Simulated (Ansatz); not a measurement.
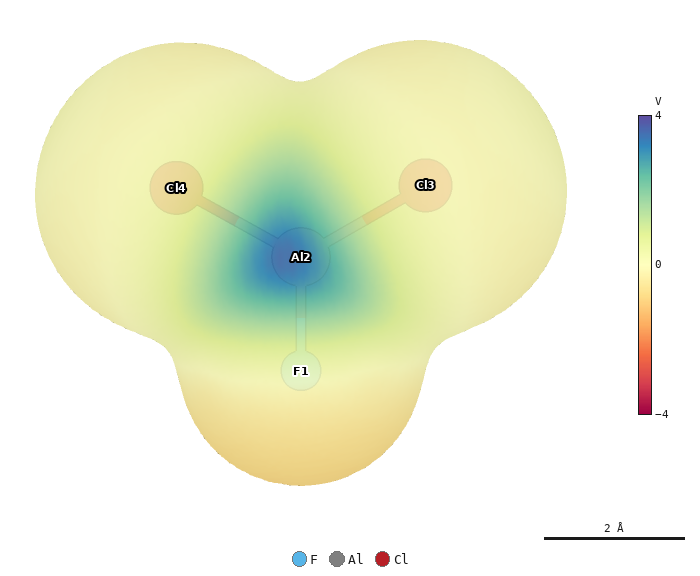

The picture shows: AlCl2F. The electrostatic potential painted on the density surface at 0.001 e/bohr³, seen across its widest extent; red is negative and blue positive.

Geometry: PBE0-D4/def2-TZVP.

Method: RKS PBE0-D4/def2-TZVPP (Ansatz 0.2.0).

```yaml
atoms:
  - { symbol: F, position_ang: [0.1001, 0.3715, 1.6786] }
  - { symbol: Al, position_ang: [0.0187, 0.0066, 0.0892] }
  - { symbol: Cl, position_ang: [1.2371, -1.4773, -0.6702] }
  - { symbol: Cl, position_ang: [-1.3004, 1.0389, -1.1180] }
```

### Describe the electrostatic potential map.

The most negative region (about −0.8 V) lies over F1, the most positive (about +3.4 V) over Al2.
